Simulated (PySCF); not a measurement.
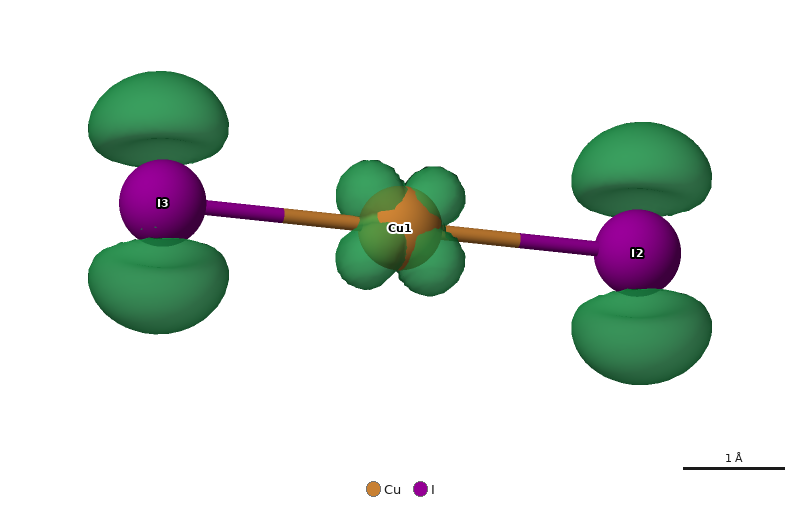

CuI2, doublet. Spin density ρα − ρβ at ±0.05 e/Å³ (green: excess α, purple: excess β).

Level of theory: PBE0/def2-TZVP (PySCF), at a geometry from GFN2-xTB. Core potentials replace the inner electrons of I; spin–orbit coupling isn't included. This is a single-reference result, which may miss multireference character in this system. No frequency check shows the geometry to be a minimum. The stability of the open-shell solution wasn't checked. GFN2-xTB bond lengths at metals and heavier atoms can be off by up to 0.1 Å and shapes distorted, which carries into these values. GFN2-xTB doesn't know the spin state, so this open-shell geometry is rough.

Coordinates in Å:

```
Cu1     -0.0001   -0.0001    0.0000
I2      -2.5106    0.0000    0.0000
I3       2.5107    0.0000    0.0000
```

**Where is the unpaired spin?**

Hirshfeld spin populations: I2 and I3 +0.37 and Cu1 +0.25. ⟨S²⟩ = 0.76, against 0.75 for a pure state. The density isn't cylindrical: this is one component of a degenerate Π or Δ state.
